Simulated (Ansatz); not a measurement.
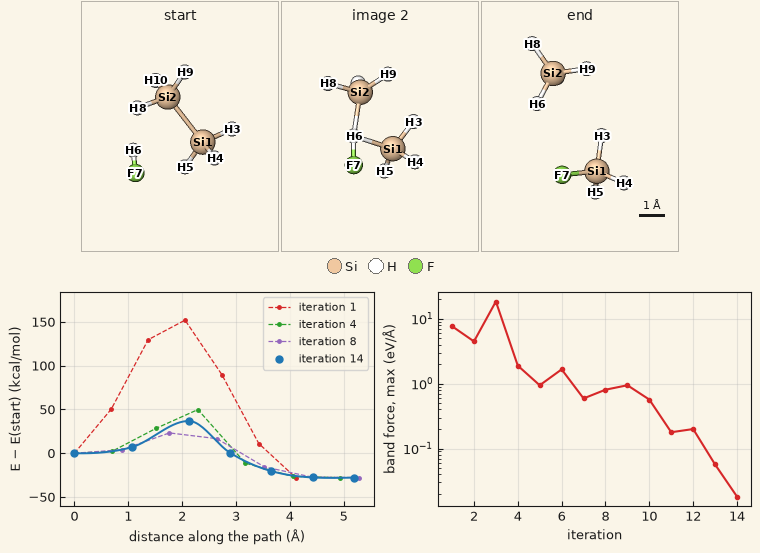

A nudged-elastic-band calculation for Si2H7F. Images are numbered from 0 (start) to 6 (end). The plot follows the band through its iterations. The picture is a ball-and-stick view, seen at a tilt.

Level of theory: RKS B3LYP-D4/def2-SVP (Ansatz 0.2.0). Settings: 5 movable images; climbing image.

How did the profile develop, and is the result final?

The run is converged, with reservations. The band converged in 14 iterations. The largest component of the band force went from 7.7 to 0.018 eV/Å. The climbing image converged on the top of the path. Its curvatures weren't checked. The largest force component is 0.16 eV/Å at the start and 0.69 eV/Å at the end; an end with forces this large is no minimum, and the barrier measured from it can be far off. The first iteration put the highest image at 152.1 kcal/mol. The highest point, image 2, lies 36.9 kcal/mol above the start and 64.7 kcal/mol above the end; the end is at −27.8 kcal/mol relative to the start.

Cost: 77 s on 4 threads of Arm Neoverse V1 (shared host).
